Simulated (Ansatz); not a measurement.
Relaxed AgCl (rock salt):

```yaml
crystal:
  lattice:
    - [0.00000, 5.61150, 5.61150]
    - [2.80575, 0.00000, 2.80575]
    - [2.80575, 2.80575, 0.00000]
  atoms:
    - { symbol: Cl, position: [0.00000, 0.00000, 0.00000] }
    - { symbol: Cl, position: [0.50000, 0.00000, 0.00000] }
    - { symbol: Ag, position: [0.25000, 0.50000, 0.50000] }
    - { symbol: Ag, position: [0.75000, 0.50000, 0.50000] }
```

In this cell atom 1 (Cl, nearest neighbour Ag at 2.806 Å; its periodic images, 4.0 Å or more away, move with it) is moved by s along Cartesian [110], unit vector (0.707, 0.707, 0.000); all other atoms and the cell stay fixed.

All values below come from PBE (plane waves to 420 eV, PAW, scalar-relativistic; Ansatz, a program for electronic structure). k mesh 4×8×8 (Γ-centred), Fermi-Dirac smearing 0.05 eV. Energies are smeared free energies. AgCl was relaxed with its symmetry unable to fall. The zero of ΔE is the undisplaced structure.

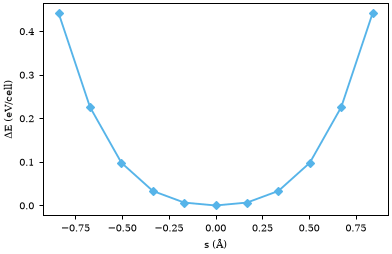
*ΔE (eV/cell) against s (Å); markers are the computed points, lines only join them.*

The energy at s = 0.840 Å is 442 meV/cell and the force along the line at s = -0.840 Å comes out as 1.59 eV/Å. Shape of the curve: a single well with its minimum at or next to zero displacement. Symmetry of the curve: even: the same for both signs.

With its periodic images moving along, the atom's site symmetry in this cell is -3m.

(A displaced cell: forces are minus the slopes of the energy, force constants its curvatures, and phonons follow from these.)
